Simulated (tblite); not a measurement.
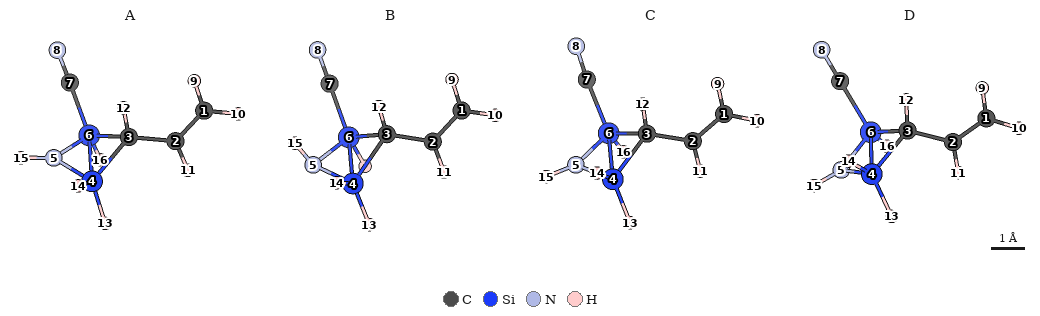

4 geometries from one relaxation of C₄H₈N₂Si₂, in shuffled order. The picture is a ball-and-stick view, seen at a tilt.

Method: tblite 0.8.0, GFN2-xTB geometry optimisation, gas phase. 

> Put them in the order of the run, from the start to the converged end.

B, A, C, D. They are steps 0, 17, 44, 101, at +0.919 eV, +0.231 eV, +0.050 eV relative to the last. Over 101 geometry steps the energy falls by 0.919 eV. The atom that moves furthest after the best rigid fit is H15 (1.62 Å). Largest moves by element: H 1.62 Å, N 0.66 Å, C 0.40 Å, Si 0.39 Å. Among the contacts that change: Si4–Si6 2.481 → 2.696 Å, Si4–N5 1.703 → 1.749 Å, C3–Si6 1.952 → 1.926 Å, Si4–H14 1.486 → 1.460 Å. Among the angles between lasting bonds that change: Si4–Si6–H16 102.0° → 129.1°, Si6–N5–H15 108.5° → 129.5°, Si4–Si6–C7 142.6° → 122.6°. Cost: 1.5 s on 1 thread of Arm Neoverse N1 (shared host).
